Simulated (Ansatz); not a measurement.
The figure comes from a scan of CoO (rock salt): volume and axial ratio are varied about the relaxed values (subscript 0). The numbers are results of PBE (plane waves to 420 eV, PAW, scalar-relativistic; Ansatz, an electronic-structure program), not measurements. k mesh 19×19×19 (Γ-centred), Fermi-Dirac smearing 0.05 eV. Energies are smeared free energies. With partly filled bands, the response to shear is sensitive to the k mesh, so small differences along c/a are uncertain. CoO is run spin-polarised and with no Hubbard U; the real compound is an antiferromagnetic insulator, a state that this run doesn't describe. CoO was relaxed with its symmetry unable to fall. Relaxed CoO ends ferromagnetic. The magnetic order is the one the run started from; other orders were not tried. ΔE is measured from the relaxed starting cell.

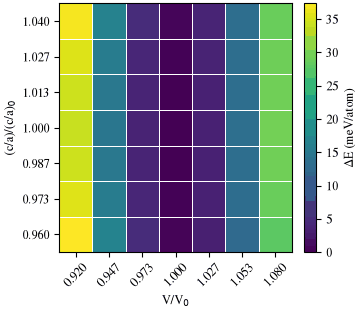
ΔE (meV/atom), one tile a computed point.

Read the plotted values off the figure, to the accuracy that the plot allows.

To the nearest 5:

ΔE (meV/atom), with V/V₀ across and (c/a)/(c/a)₀ down:

| (c/a)/(c/a)₀ \ V/V₀ | 0.920 | 0.947 | 0.973 | 1.000 | 1.027 | 1.053 | 1.080 |
|---|---|---|---|---|---|---|---|
| 0.960 | 35 | 15 | 5 | 0 | 5 | 15 | 30 |
| 0.973 | 35 | 15 | 5 | 0 | 5 | 15 | 30 |
| 0.987 | 35 | 15 | 5 | 0 | 5 | 15 | 30 |
| 1.000 | 35 | 15 | 5 | 0 | 5 | 15 | 30 |
| 1.013 | 35 | 15 | 5 | 0 | 5 | 15 | 30 |
| 1.027 | 35 | 15 | 5 | 0 | 5 | 15 | 30 |
| 1.040 | 35 | 15 | 5 | 0 | 5 | 15 | 30 |

(A scan under strain: stresses follow from slopes of the energy per volume, elastic moduli from its curvatures.)
